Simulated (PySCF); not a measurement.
```xyz
8

C     1.1821   -0.1328   -0.3482
S    -0.4657   -0.3131    0.1902
O    -1.3115   -0.6635   -0.9087
O    -0.4299   -1.1318    1.3599
O    -0.8639    1.1845    0.6376
H     1.4228   -0.4171   -1.3515
H     1.9368   -0.0738    0.4078
H    -1.4617    1.5570   -0.0116
```

Geometry: GFN2-xTB.

Level of theory: UKS B3LYP, pcH-1 on C H O S, non-relativistic, mean-field spin-orbit, GIAO in PySCF 2.14.0, density-fitted response routines.

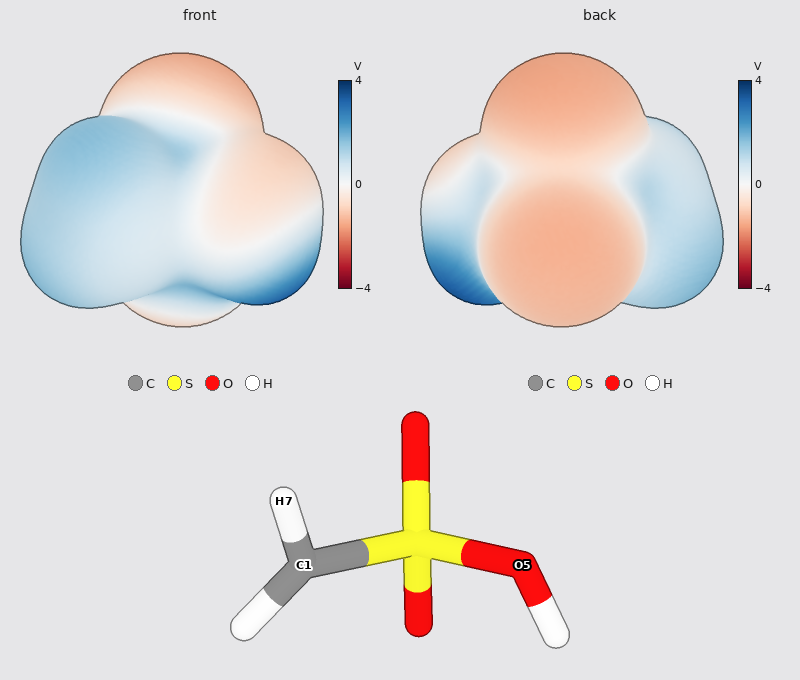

CH₃O₃S (SMILES [CH2]S(=O)(=O)O) (doublet). The electrostatic potential painted on the density surface at 0.002 e/bohr³, seen from the front and from behind; red is negative and blue positive. The bare structure is drawn below in the same view.

> Which sites attract a positive test charge, and which a negative one?

A positive charge is drawn to the negative regions and a negative charge to the positive ones. The most negative region (about −1.5 V) lies over O4, the most positive (about +3.3 V) over H8. O4 is the likeliest acceptor of a hydrogen bond.
